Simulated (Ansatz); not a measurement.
**Triethylgallium (TEGa) (C6H15Ga): small, medium and large basis sets**

Aim: see how fast density functionals converge with the basis set for triethylgallium (TEGa) (C6H15Ga).

Method: one geometry, several basis sets; program: Ansatz 0.2.0, Gaussian basis.

Plan: PBE0-D4/def2-SVP; ωB97M-V/def2-SVP; PBE0-D4/def2-QZVPP; ωB97M-V/def2-QZVPP; the functionals' def2-TZVPP values are taken from earlier runs.

## Step 1: The relaxed structure

All runs share one geometry, relaxed beforehand with PBE0-D4/def2-TZVP.

SMILES `C[CH2][Ga]([CH2]C)[CH2]C`, 22 atoms, charge 0, spin multiplicity 1.

Atoms are counted from 1 here; the program's logs count them from 0.

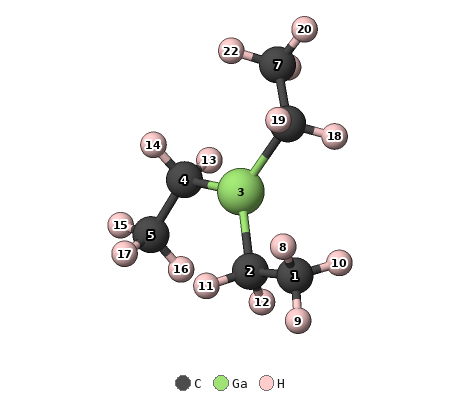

The geometry (carbon dark grey, gallium green, hydrogen pink); atoms are numbered from 1 in the order of the file.

## Step 2: PBE0-D4 in def2-SVP

The input, in.yaml:

```yaml
crystal:
  periodic: [false, false, false]
  atoms:
    - {symbol: C, position_ang: [0.054503, 2.872452, 0.800441]}
    - {symbol: C, position_ang: [0.816038, 1.806270, 0.021076]}
    - {symbol: Ga, position_ang: [-0.002786, -0.002417, 0.004721]}
    - {symbol: C, position_ang: [0.881061, -1.483472, -0.978866]}
    - {symbol: C, position_ang: [2.178083, -1.123702, -1.694653]}
    - {symbol: C, position_ang: [-1.704858, -0.330277, 0.972997]}
    - {symbol: C, position_ang: [-2.253949, -1.749876, 0.887931]}
    - {symbol: H, position_ang: [-0.058048, 2.599894, 1.853465]}
    - {symbol: H, position_ang: [0.555952, 3.845395, 0.771347]}
    - {symbol: H, position_ang: [-0.954431, 3.018657, 0.404844]}
    - {symbol: H, position_ang: [1.836500, 1.700031, 0.409816]}
    - {symbol: H, position_ang: [0.950539, 2.114447, -1.023246]}
    - {symbol: H, position_ang: [0.148799, -1.888777, -1.688208]}
    - {symbol: H, position_ang: [1.049295, -2.297292, -0.262508]}
    - {symbol: H, position_ang: [2.615563, -1.980921, -2.216865]}
    - {symbol: H, position_ang: [2.023995, -0.337878, -2.439341]}
    - {symbol: H, position_ang: [2.934163, -0.751415, -0.997832]}
    - {symbol: H, position_ang: [-2.440605, 0.391042, 0.596166]}
    - {symbol: H, position_ang: [-1.546828, -0.040364, 2.019310]}
    - {symbol: H, position_ang: [-3.191552, -1.866152, 1.441374]}
    - {symbol: H, position_ang: [-2.452186, -2.045067, -0.146179]}
    - {symbol: H, position_ang: [-1.548551, -2.480777, 1.292910]}
basis:
  gaussian: {orbitals: def2-SVP}
hamiltonian: {xc: pbe0, dispersion: d4}
output: {orbitals: {seedname: orbitals}}
```

The run is started by

```bash
ansatz run in.yaml --threads 4 --pin off --events-out ev --progress --plain --max-ram 63488MiB --backend cpu
```

The runs that follow: ωB97M-V in def2-SVP; PBE0-D4 in def2-QZVPP; ωB97M-V in def2-QZVPP.

**Question.** What will the summary of the whole plan be? Wanted: PBE0-D4: double and triple zeta above quadruple; ωB97M-V: double and triple zeta above quadruple.

**Answer**, as computed:

| quantity | value |
| --- | --- |
| PBE0-D4: double and triple zeta above quadruple | 15.29, 1.55 eV |
| ωB97M-V: double and triple zeta above quadruple | 15.69, 1.52 eV |

**Reading.** PBE0-D4 gains 13.73 eV from double to triple zeta, then 1.55 eV more. These are total energies; as a rule much of such shifts cancels in differences, which this series doesn't test.
